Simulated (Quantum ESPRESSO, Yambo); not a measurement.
# Quasiparticle gap of ZrSe3 (P2_1/m) in Yambo, part 3 of 3

Aim: the G0W0 gap of ZrSe3 (P2_1/m) on PBEsol, step by step.

Quantum ESPRESSO 7.5 and Yambo 5.3.0; PBEsol and many-body steps on it, plane waves. Known limits of the many-body steps: not at the basis limit; no spin-orbit coupling; coarse k mesh.

So far. Step 3 (Bands along the symmetry lines): The gap is 0.315 eV, −0.007 eV from the run before at this level. Step 4 (Empty states on the mesh, 2×4×2 mesh, 236 bands): On this mesh the gap is 0.330 eV.

### Step 5. Conversion and set-up

This step: Yambo 5.3.0; conversion and set-up on PBEsol, plane waves, norm-conserving pseudopotentials.

The states are converted to the many-body program's format and the q mesh is built.

Launch:

```sh
$ (cd o/x.save; p2y > p2y.log; mv SAVE ../..); yambo > setup.log
```

Log:

```text
 Yambo, version 5.3.0

 [02] CORE Variables Setup
 =========================

  [02.01] Unit cells
  ==================

  Cell kind             :  Unknown
  Atoms in the cell     :  Zr  Se
  number of Zr atoms    :  2
  number of Se atoms    :   6

  List of atomic masses
  Mass of Zr    :  91.22400
  Mass of Se    :  78.97100

  List of atomic coordinates    : [cc]
  Zr1       :   1.39009   1.77105  11.60773  order 1
  Zr2       :  6.511756  5.313154  6.086979  order 2
  Se1       :  6.504450  1.771051  9.802867  order 3
  Se2       :  1.397400  5.313154  7.891839  order 4
  Se3       :  4.258406  1.771051  3.078879  order 5
  Se4       :   3.64344   5.31315  14.61583  order 6
  Se5       :  8.687273  1.771051  2.990405  order 7
  Se6       :  -0.78542   5.31315  14.70430  order 8

  Alat factors          :  10.22512   7.08421  17.69471 [a.u.]
  Direct lattice volume :   1281.75    [a.u.]
  Direct lattice vectors:  A[ 1 ]  A[ 2 ]  A[ 3 ]
   A[ 1 ]:  1.000000 -0.000000 -0.000000  [iru]
   10.22512  -0.00000  -0.00000  [cc]
   A[ 2 ]: -0.000000  1.000000  0.000000  [iru]
  -0.000000  7.084205  0.000000  [cc]
   A[ 3 ]: -0.227212  0.000000  1.000000  [iru]
   -2.32327   0.00000  17.69471  [cc]

  Recip. lattice volume :  0.193525 [a.u.]
  Recip. lattice vectors:  B[ 1 ]  B[ 2 ]  B[ 3 ]
   B[ 1 ]:  1.000000  0.000000  0.227212  [iku]
   0.614485  0.000000  0.080680  [cc]
   B[ 2 ]:  0.000000  1.000000  0.000000  [iku]
   0.000000  0.886929  0.000000  [cc]
   B[ 3 ]:  0.000000  0.000000  1.000000  [iku]
   0.000000  0.000000  0.355088  [cc]

  [02.02] Symmetries
  ==================

  Inversion symmetry    : yes
  Spatial inversion     : yes
  Inversion index       :  2
  K-space Time-reversal : no
  Magnetic symmetries   : no
  Group table correct   : yes
  Symmetries units      :  [cc]

   [S 1]:   1.0000       0.0000       0.0000       0.0000       1.0000       0.0000      0.17293E-16   0.0000       1.0000
   [S 2]:  -1.0000       0.0000       0.0000       0.0000      -1.0000       0.0000     -0.17293E-16   0.0000      -1.0000

  [02.03] Reciprocal space
  ========================

  nG shells         :   45504
  nG charge         :  183623
  nG WFs            :  26941
  nC WFs            :  23008
  G-vecs. in first 80 shells:  [ Number ]
    1   3   5   7   9  11  13  15  19
    21   23   27   31   35   37   41   43   45
    49   51   53   57   59   63   65   69   71
[...]
217  221  225  229  231  235  239  243
  ...
  Shell energy in first 80 shells:  [ mHa ]
[...]
1900.81      1911.39      1941.04      1960.21      1969.42      2006.09      2018.23      2038.01      2057.81
    2074.81      2098.88      2121.78      2140.68      2152.52      2202.06      2246.79      2269.58      2270.77
    2289.74      2304.71      2341.49      2347.23      2393.38      2399.42      2418.68      2431.34
  ...

  [02.04] K-grid lattice
[...]
K [10]         [rlu]: -0.500000  0.250000 -0.500000
[...]
K [11]         [rlu]: -0.50000     -0.50000      0.34549E-16
         WF components:  22920
  K [12]         [rlu]: -0.500000 -0.500000 -0.500000
         WF components:  22920

  [02.05] Energies & Occupations
  ==============================

  [X] === General ===
  [X] Electronic Temperature                        :  0.000000  0.000000 [eV K]
  [X] Bosonic    Temperature                        :  0.000000  0.000000 [eV K]
  [X] Finite Temperature mode                       : no
  [X] El. density                                   :  0.88451E+24 [cm-3]
  [X] Fermi Level                                   :  10.50704 [eV]

  [X] === Gaps and Widths ===
  [X] Conduction Band Min                           :  0.329650 [eV]
  [X] Valence Band Max                              :  0.000000 [eV]
  [X] Filled Bands                                  :   84
  [X] Empty Bands                                   :   85  236
  [X] Direct Gap                                    :  0.602734 [eV]
  [X] Direct Gap localized at k                     :  2
  [X] Indirect Gap                                  :  0.329650 [eV]
  [X] Indirect Gap between kpts                     :   1   7
  [X] Last valence band width                       :  1.419704 [eV]
  [X] 1st conduction band width                     :  2.112716 [eV]

  E @ K [ 1]:  [eV]
  -207.6635 -207.6635 -207.6490 -207.6490 -206.8667 -206.8667 -147.4989 -147.4989
[...]
[... 9 further rows ...]
[...]
occ @ K [ 1]
[...]
[... 9 further rows ...]
[...]
E @ K [ 2]:  [eV]
[...]
[... 9 further rows ...]
[...]
occ @ K [ 2]
[...]
E @ K [ 3]:  [eV]
[...]
occ @ K [ 3]
[...]
E @ K [ 8]:  [eV]
[...]
occ @ K [ 8]
[...]
E @ K [ 9]:  [eV]
[...]
occ @ K [ 9]
[...]
E @ K [10]:  [eV]
[...]
occ @ K [10]
[...]
E @ K [11]:  [eV]
[...]
occ @ K [11]
[...]
E @ K [12]:  [eV]
[...]
[... 9 further rows ...]
[...]
occ @ K [12]
[...]
[... 9 further rows ...]
   0.000000  0.000000  0.000000  0.000000  0.000000  0.000000  0.000000  0.000000
   0.000000  0.000000  0.000000  0.000000  0.000000  0.000000  0.000000  0.000000

 [03] Transferred momenta grid and indexing
 ==========================================

 IBZ Q-points                                      :  12
 BZ  Q-points                                      :  16

 K/Q-points units:
 rlu = crystal or reduced units; cc = cartesian coordinates; iku = interal k-units

 Q [ 1]         [rlu]:  0.000000  0.000000  0.000000
 Q [ 2]         [rlu]: -0.49964E-17   0.0000     -0.50000
 Q [ 3]         [rlu]:  0.000000  0.250000  0.000000
[...]
Q [ 8]         [rlu]:  0.500000  0.000000 -0.500000
 Q [ 9]         [rlu]: -0.50000      0.25000      0.59754E-16
 Q [10]         [rlu]:  0.500000  0.250000 -0.500000
 Q [11]         [rlu]: -0.50000     -0.50000      0.59754E-16
 Q [12]         [rlu]:  0.500000  0.500000 -0.500000

  [03.01] X indexes
  =================

   [03.01.01] Sigma indexes
   ========================

 [06] Game Over & Game summary
```

Elapsed: 5.1 s, on 1 MPI rank of Arm Neoverse V1, shared host; peak memory 0.28 GiB.

### Step 6. Screening and self-energy, 2×4×2 mesh, 236 bands, screening to 95.2 eV

G0W0 replaces the xc potential by the self-energy, built once from these orbitals. Only a window of levels is corrected, while the sums run over the empty bands that the input names.

This step: G0W0 on PBEsol, plane waves, norm-conserving pseudopotentials.

Contents of gw1.in:

```
HF_and_locXC
gw0
dyson
ppa
em1d
rim_cut
RandQpts= 1000000
RandGvec= 1 RL
EXXRLvcs= 104 Ry
VXCRLvcs= 416 Ry
Chimod= "HARTREE"
% BndsRnXp
 1 | 236 |
%
NGsBlkXp= 7 Ry
% LongDrXp
 1 | 1 | 1 |
%
% GbndRnge
 1 | 236 |
%
DysSolver= "n"
ExtendOut
PPAPntXp= 27.21138 eV
% QPkrange
 1 | 1 | 83 | 86 |
 7 | 7 | 83 | 86 |
 2 | 2 | 83 | 86 |
%
```

Launch:

```sh
$ OMP_NUM_THREADS=2 mpirun -n 8 yambo -F gw1.in -J gw1 -C gw1 > gw1.log
```

Log:

```text
 Yambo, version 5.3.0

 [02] CORE Variables Setup
 =========================

  [... cell, symmetries and grids as in the set-up ...]

  [02.05] Energies & Occupations
  ==============================

  [X] === General ===
  [X] Electronic Temperature                        :  0.000000  0.000000 [eV K]
  [X] Bosonic    Temperature                        :  0.000000  0.000000 [eV K]
  [X] Finite Temperature mode                       : no
  [X] El. density                                   :  0.88451E+24 [cm-3]
  [X] Fermi Level                                   :  10.50704 [eV]

  [X] === Gaps and Widths ===
  [X] Conduction Band Min                           :  0.329650 [eV]
  [X] Valence Band Max                              :  0.000000 [eV]
  [X] Filled Bands                                  :   84
  [X] Empty Bands                                   :   85  236
  [X] Direct Gap                                    :  0.602734 [eV]
  [X] Direct Gap localized at k                     :  2
  [X] Indirect Gap                                  :  0.329650 [eV]
  [X] Indirect Gap between kpts                     :   1   7
  [X] Last valence band width                       :  1.419704 [eV]
  [X] 1st conduction band width                     :  2.112716 [eV]

 [03] Transferred momenta grid and indexing
 ==========================================

 IBZ Q-points                                      :  12
 BZ  Q-points                                      :  16

 K/Q-points units:
 rlu = crystal or reduced units; cc = cartesian coordinates; iku = interal k-units

 Q [ 1]         [rlu]:  0.000000  0.000000  0.000000
 Q [ 2]         [rlu]: -0.49964E-17   0.0000     -0.50000
 Q [ 3]         [rlu]:  0.000000  0.250000  0.000000
 Q [ 4]         [rlu]: -0.49964E-17  0.25000     -0.50000
 Q [ 5]         [rlu]:  0.000000 -0.500000  0.000000
 Q [ 6]         [rlu]: -0.49964E-17 -0.50000     -0.50000
 Q [ 7]         [rlu]: -0.50000       0.0000      0.59754E-16
 Q [ 8]         [rlu]:  0.500000  0.000000 -0.500000
 Q [ 9]         [rlu]: -0.50000      0.25000      0.59754E-16
 Q [10]         [rlu]:  0.500000  0.250000 -0.500000
 Q [11]         [rlu]: -0.50000     -0.50000      0.59754E-16
 Q [12]         [rlu]:  0.500000  0.500000 -0.500000

 [04] Coloumb potential Random Integration (RIM)
 ===============================================

  [04.01] RIM initialization
  ==========================

  * Diagonal components only detected *

  8 x (sBL volume)        :  0.096762 [a.u.]
  sBZ random points       :  1000000
  Points outside the sBZ  :   7993225
  RL volume               :  0.193525 [a.u.]
  Integrated volume       :  0.193689 [a.u.]

  [04.02] RIM integrals
  =====================

  Gamma point sphere radius             :  0.083276 [a.u.]
  Points outside the sphere             :   799794
  [Int_sBZ(q=0) 1/q^2]*(Vol_sBZ)^(-1/3) =:  7.483392
                                 should be <:  7.795600

  Summary of Coulomb integrals for non-metallic bands |Q|[au] RIM/Bare

  Q [1] 0.100000E-4 0.959951 * Q [2] 0.177544 0.867115
  Q [3] 0.221732 1.005740 * Q [4] 0.284055 0.994780
  Q [7] 0.309880 1.179383 * Q [8] 0.336486 1.132517
  Q [9] 0.381039 1.091490 * Q [10] 0.402974 1.072616
  Q [5] 0.443464 1.007706 * Q [6] 0.477685 1.004426
  Q [11] 0.541005 1.025187 * Q [12] 0.556672 1.022218

 [05] Dipoles
 ============

  [05.01] Setup: observables and procedures
  =========================================

  [WARNING] [x,Vnl] slows the Dipoles computation. To neglect it rename the ns.kb_pp file

 [06] Dynamic Dielectric Matrix (PPA)
 ====================================

 [SLK-Inversion]  Pools        :  2
 [SLK-Inversion]  BLACS grid   :  2  2

 [WR./gw1//ndb.pp]---------------------------------------------------------------
  Brillouin Zone Q/K grids (IBZ/BZ)                :  12  16  12  16
  RL vectors                                       :  26941 [WF]
  Coulomb cutoff potential                         : none
  Electronic Temperature                           :  0.000000 [K]
  Bosonic    Temperature                           :  0.000000 [K]
  PPA    diel. fun.  energies                      : Perdew, Burke & Ernzerhof SOL(X)+Perdew, Burke & Ernzerhof SOL(C)
  wavefunctions                                    : Perdew, Burke & Ernzerhof SOL(X)+Perdew, Burke & Ernzerhof SOL(C)
  Global Gauge                                     : length
  X matrix size                                    :   407
  X band range                                     :    1  236
  X e/h energy range                               : -1.000000 -1.000000 [eV]
  X Time ordering                                  : R
  X Hxc Kernel                                     : HARTREE
  X Drude frequency                                :  0.000000  0.000000
  X poles                                          :  100.0000 [o/o]
  RL vectors in the sum                            :  26941
  [r,Vnl] included                                 : yes
  Field direction                                  :  0.577350E-5  0.577350E-5  0.577350E-5
  BZ energy Double Grid                            : no
  BZ energy DbGd points                            : 0
  BZ Q point size factor                           : -1.000000
  X Optical Averaged directions                    : none

 [07] Local Exchange-Correlation + Non-Local Fock
 ================================================

 [VXC] Plane waves :  183623
 [EXS] Plane waves :  22961

 QP @ state[ 1 ] K range:  1  2
 QP @ state[ 1 ] b range:   83   86
 QP @ state[ 2 ] K range:   7   7
 QP @ state[ 2 ] b range:   83   86

 [xc] Functional : Perdew, Burke & Ernzerhof SOL(X)+Perdew, Burke & Ernzerhof SOL(C)
 [xc] LIBXC used to calculate xc functional
  PP Number of Atomic Species                      :  2
  NLCC RL compoments                               :  183623
  PP Number of Atomic Species                      :  2
  NLCC RL compoments                               :  183623

 [xc] E_xc :  -161.5634 [Ha]
      E_xc :  -323.1267 [Ry]

  Local XC kind (lXC) : Perdew, Burke & Ernzerhof SOL(X)+Perdew, Burke & Ernzerhof SOL(C)
  Non-Local XC kind (nlXC) : Hartree-Fock

  Corrections @ K [1] :  [eV]
 <83|nlXC|83> = -16.22827  0.56956E-17 <83|lXC|83> = -14.78736 -0.18882E-15
 <84|nlXC|84> = -16.81204  0.24865E-17 <84|lXC|84> = -15.01476 -0.18882E-15
 <85|nlXC|85> = -8.422557 -0.91513E-18 <85|lXC|85> = -13.06779 -0.94408E-16
 <86|nlXC|86> = -8.253621 -0.23620E-17 <86|lXC|86> = -13.52814 -0.56645E-15

  Corrections @ K [2] :  [eV]
 <83|nlXC|83> = -16.21485 -0.16930E-16 <83|lXC|83> = -14.73764  0.18882E-15
 <84|nlXC|84> = -16.67198 -0.46722E-17 <84|lXC|84> = -14.88700 -0.18882E-15
 <85|nlXC|85> = -8.017498 -0.77413E-18 <85|lXC|85> = -12.87629  0.000000
 <86|nlXC|86> = -8.460757  0.15205E-17 <86|lXC|86> = -13.65809  0.18882E-15

  Corrections @ K [7] :  [eV]
 <83|nlXC|83> = -16.57133  0.70041E-17 <83|lXC|83> = -14.71749  0.000000
 <84|nlXC|84> = -16.54711  0.55068E-17 <84|lXC|84> = -14.77532  0.000000
 <85|nlXC|85> = -10.16627 -0.33504E-17 <85|lXC|85> = -13.76974  0.45729E-16
 <86|nlXC|86> = -10.16982 -0.38831E-17 <86|lXC|86> = -14.04646  0.14161E-15

 [08] Dyson equation: Newton solver
 ==================================

  [08.01] G0W0 (W PPA)
  ====================

  [  GW  ] Bands range     :    1  236
  [GW/PPA] G damping       :  0.100000 [eV]

  QP @ state[ 1 ] K range:  1  2
  QP @ state[ 1 ] b range:   83   86
  QP @ state[ 2 ] K range:   7   7
  QP @ state[ 2 ] b range:   83   86

   Sc/G bands                                       :    1  236
   Sc/G damping                                     :  0.100000 ev
   Sc bands terminator                              : no
   Sx RL components                                 :  22961

   QP @ state[ 1 ] K range                          :  1  2
   QP @ state[ 1 ] b range                          :   83   86
   QP @ state[ 2 ] K range                          :   7   7
   QP @ state[ 2 ] b range                          :   83   86
   GF energies kind                                 : Perdew, Burke & Ernzerhof SOL(X)+Perdew, Burke & Ernzerhof SOL(C)
   GF WF`s kind                                     : Perdew, Burke & Ernzerhof SOL(X)+Perdew, Burke & Ernzerhof SOL(C)
   Xs energies kind                                 : Perdew, Burke & Ernzerhof SOL(X)+Perdew, Burke & Ernzerhof SOL(C)
   Xs WF`s kind                                     : Perdew, Burke & Ernzerhof SOL(X)+Perdew, Burke & Ernzerhof SOL(C)

 [11] Game Over & Game summary
```

The job ended after 6.4 min (8 MPI ranks; peak memory 28 GiB; 1.6 h of CPU time).

This step gave:

```
G0W0 gap on the points computed              : 0.9189 eV
starting gap on the mesh                     : 0.3296 eV
k of the valence top                         : 0, 0, 0
k of the conduction bottom                   : -0.5, 0, 0
least direct G0W0 gap on the computed points : 1.221 eV
Z at the valence top                         : 0.7942
Z at the conduction bottom                   : 0.7928
```

The gap on the mesh goes from 0.33 eV to 0.92 eV, a correction of +0.59 eV.

Limits: finite bands, cutoff and mesh; no spin-orbit coupling; coarse k mesh. v1 is the top filled band, c1 the lowest empty one. Levels before and after the correction, in eV, zero at the valence-band top of each column:

```tsv
	conduction bottom	valence top
Kohn-Sham	0.33	0.00
G0W0	0.92	0.00
```

```tsv
	level	energy (eV)
Kohn-Sham	Γ v2	-0.110
Kohn-Sham	Γ v1	0.000
Kohn-Sham	Γ c1	0.661
Kohn-Sham	Γ c2	1.044
Kohn-Sham	(-0.5 0 0) v2	-0.372
Kohn-Sham	(-0.5 0 0) v1	-0.300
Kohn-Sham	(-0.5 0 0) c1	0.330
Kohn-Sham	(-0.5 0 0) c2	0.670
G0W0	Γ v2	-0.082
G0W0	Γ v1	0.000
G0W0	Γ c1	1.253
G0W0	Γ c2	1.755
G0W0	(-0.5 0 0) v2	-0.438
G0W0	(-0.5 0 0) v1	-0.354
G0W0	(-0.5 0 0) c1	0.919
G0W0	(-0.5 0 0) c2	1.338
```

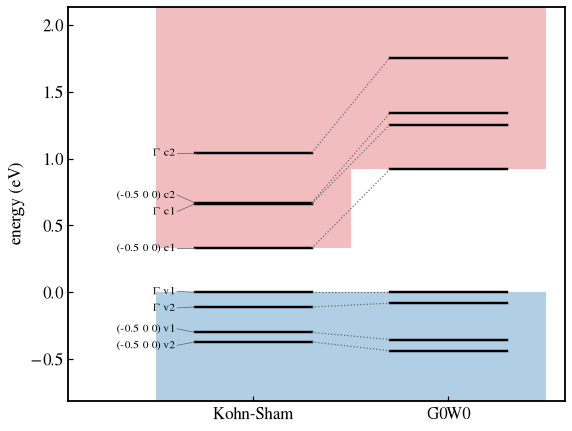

Levels before and after the correction. Shaded: valence and conduction bands.

### Step 7. Where the time went

Times are wall times on the hardware named with each run, good to a factor of about two.

```tsv
step	time	share	memory (GiB)
ground state	2.2 min	19 %	4.2
bands along the symmetry lines	91 s	14 %	5.0
empty states on the mesh	63 s	9 %	3.0
conversion and set-up	5.1 s	1 %	0.28
screening and self-energy	6.4 min	57 %	28
```

### Step 8. Results

| Quantity | Value |
| --- | --- |
| PBEsol gap | 0.31 eV, indirect |
| G0W0 gap on the mesh | 0.92 eV |
| GW settings | 2×4×2 mesh, 236 bands, screening to 95.2 eV, Godby-Needs plasmon pole |
| known limits | not at the basis limit; no spin-orbit coupling; coarse k mesh |

What this shows: G0W0 moves the gap on the mesh from 0.33 eV to 0.92 eV (+0.59 eV), with Z of 0.79 and 0.79 at the edges. Only 3 of the mesh's irreducible points were corrected, so a valley elsewhere could overtake. The dearest step here is «screening and self-energy». Bands and cutoff are finite, so the gap is not at the basis limit. The miss can reach some tenths of an eV and take either sign; the mesh is an error of its own. In the G0W0 run levels were corrected at 3 k points alone, so a gap called «on the mesh» is the least over those, and an edge elsewhere would be missed. The 2×4×2 mesh is coarse for this cell, which bears on the long-range parts of exchange and screening. The many-body steps are scalar-relativistic: spin-orbit coupling is not in them.

[Paths, hosts, dates, memory and timing lines, banners, echoed tables and standing remarks are left out of the program output.]

[Logs are printed without paths, hosts, clocks, repeated set-up lines and the standing remarks that a program may print on its own settings, such as how far it seeks lower states.]

[Runs of the session that timed out or met a known fault of the program may be left out.]

[Hosts, paths, dates, database ids (printed as entryN), source tags and the programs' standing remarks are cut or masked in the printed files.]
